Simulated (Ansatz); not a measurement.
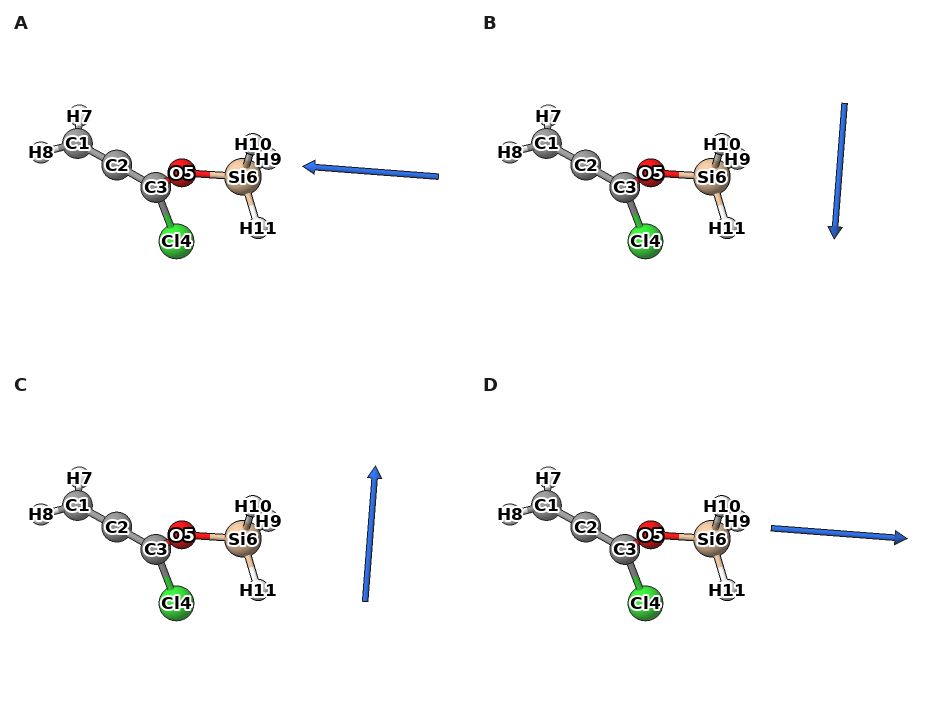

The same molecule four times, each with an arrow. The computed structure is the end point of a PBE0-D4/def2-TZVP optimisation. Level of theory: RKS PBE-D4/def2-TZVPP (Ansatz 0.2.0).

Question: Which arrow points along the dipole moment, from the negative to the positive end?

Answer: C. The dipole moment is 0.70 D; it points from the side of Cl4 to the side of H7 (the outermost atoms at the two ends).
